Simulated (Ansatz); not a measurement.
**H10O13Ti4···H4O4Ti: density, localisation and related maps**

Input

```
crystal:
  periodic: [false, false, false]
  atoms:
    - {symbol: Ti, position_ang: [2.170418, -1.974019, 0.669102]}
    - {symbol: Ti, position_ang: [1.471463, 1.195252, 0.052988]}
    - {symbol: Ti, position_ang: [0.682944, -0.059194, 2.946478]}
    - {symbol: Ti, position_ang: [-1.815216, -1.541425, -0.867622]}
    - {symbol: Ti, position_ang: [-1.057587, 2.192166, -1.461694]}
    - {symbol: O, position_ang: [-2.830180, -2.913532, -1.442428]}
    - {symbol: O, position_ang: [-1.609492, -1.631998, 0.928904]}
    - {symbol: O, position_ang: [-0.199575, -1.613805, -1.679263]}
    - {symbol: O, position_ang: [1.476468, -3.229415, -0.515008]}
    - {symbol: O, position_ang: [3.738471, -2.515939, 1.355599]}
    - {symbol: O, position_ang: [-2.603861, 2.769310, -0.759113]}
    - {symbol: O, position_ang: [-2.510384, 0.078637, -1.354102]}
    - {symbol: O, position_ang: [-0.426407, 1.503317, 0.351707]}
    - {symbol: O, position_ang: [-1.642829, 1.710184, -3.174589]}
    - {symbol: O, position_ang: [0.574145, 0.980193, -1.751995]}
    - {symbol: O, position_ang: [0.925011, -1.651759, 1.999541]}
    - {symbol: O, position_ang: [-1.088561, 0.406558, 2.713024]}
    - {symbol: O, position_ang: [2.365497, -0.451577, -0.201521]}
    - {symbol: O, position_ang: [1.207534, -0.090260, 4.671210]}
    - {symbol: O, position_ang: [-0.006917, 3.702326, -1.584651]}
    - {symbol: O, position_ang: [1.598836, 1.079193, 1.955335]}
    - {symbol: O, position_ang: [2.285281, 2.702809, -0.395776]}
    - {symbol: H, position_ang: [-3.368745, -3.522471, -0.908087]}
    - {symbol: H, position_ang: [-0.741263, -1.895541, 1.348036]}
    - {symbol: H, position_ang: [0.461756, -2.347061, -1.476839]}
    - {symbol: H, position_ang: [1.814505, -4.124651, -0.690422]}
    - {symbol: H, position_ang: [4.618373, -2.110824, 1.257378]}
    - {symbol: H, position_ang: [-3.290867, 2.160058, -0.428728]}
    - {symbol: H, position_ang: [-2.520198, 0.408589, -2.298571]}
    - {symbol: H, position_ang: [-0.821310, 1.454013, 1.267809]}
    - {symbol: H, position_ang: [-0.921702, 1.426919, -3.769475]}
    - {symbol: H, position_ang: [0.391510, 0.004022, -1.881198]}
    - {symbol: H, position_ang: [-1.607172, -0.244832, 2.169234]}
    - {symbol: H, position_ang: [1.975971, 0.326477, 5.098418]}
    - {symbol: H, position_ang: [-0.366384, 4.531813, -1.215398]}
    - {symbol: H, position_ang: [1.670437, 3.286479, -0.928305]}
basis:
  gaussian: {orbitals: def2-TZVP, fitting: {mean_field: def2-universal-jkfit}, initial_orbitals: start.molden}
hamiltonian: {xc: pbe0, dispersion: d4}
scf: {omitted_lower_state_checks: [starts]}
output: {orbitals: {seedname: orbitals}}
```

Command:

```sh
ansatz run in.yaml --threads 2 --pin off --events-out ev --progress --plain --max-ram 22528MiB --backend cuda --devices 0, --max-vram 18GiB
```

Geometry: PBE-D4/def2-SVP.

These are results of RKS PBE0-D4/def2-TZVP (Ansatz), not measurements.

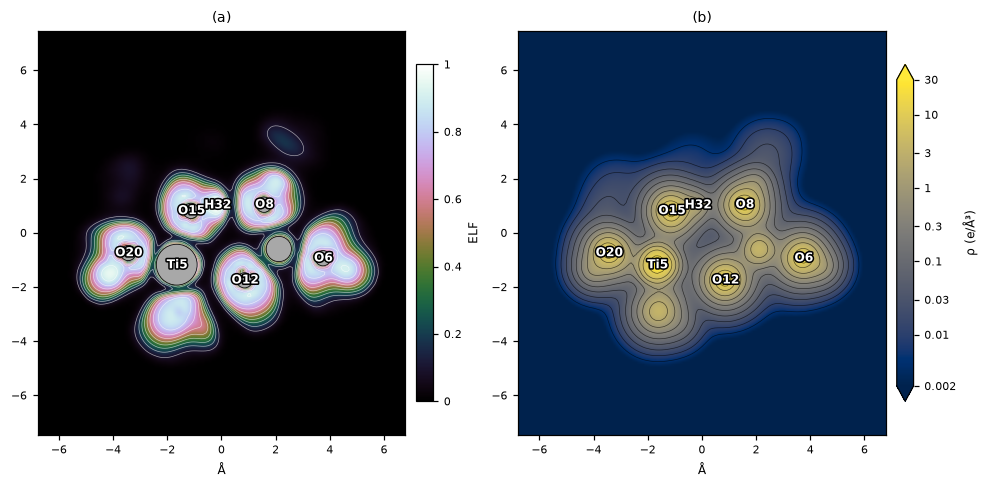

Figure 1. (a) ELF; (b) total electron density on the plane of atoms O15, Ti5 and O20. Grey discs cover the atomic cores in the ELF map.

**What do the fields say about this system?**

The plane passes through Ti, O and H nuclei.
O–H (1.00 Å): ρ is about 3.5 e/Å³ halfway; the ELF climbs to about 1 towards the hydrogen, as it does in any bond to H: an ordinary covalent bond to hydrogen.
Ti–O (1.84 Å): the density is about 0.95 e/Å³ at the midpoint; the ELF peaks at about 0.85 in the valence shell of O, 0.6 Å from its nucleus, and is about 0.30 at the midpoint.

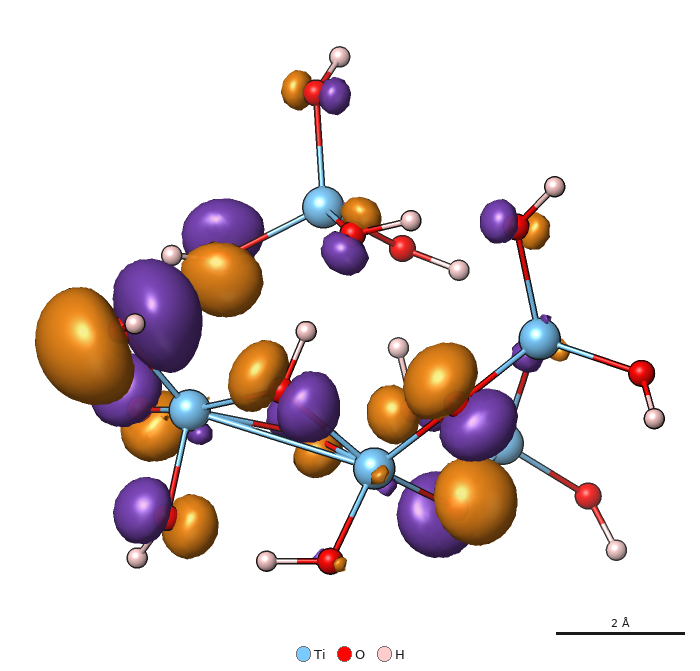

Figure 2. The HOMO at ±0.1 Å⁻³ᐟ² (orange and purple are the two phases), seen across its widest extent.

**Describe this orbital and give its energy.**

It lies mainly on O14 (about 35 %), O21 (about 10 %), O18 (about 10 %), O12 (about 10 %) and O11 (about 5 %). Its energy is −8.72 eV.

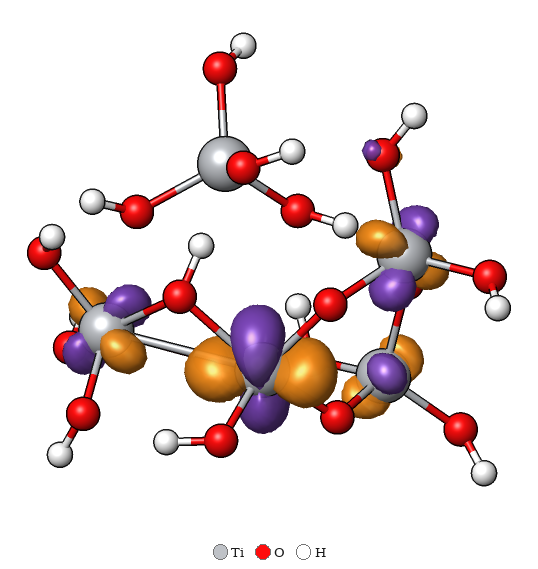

Figure 3. One frontier orbital at ±0.15 Å⁻³ᐟ² (orange and purple are the two phases), seen across its widest extent.

**Which orbital is it: HOMO or LUMO?**

The LUMO, at −2.56 eV. By Hirshfeld shares it lies mainly on Ti2 (about 50 %), Ti1 (about 15 %), Ti5 (about 10 %) and Ti3 (about 10 %).
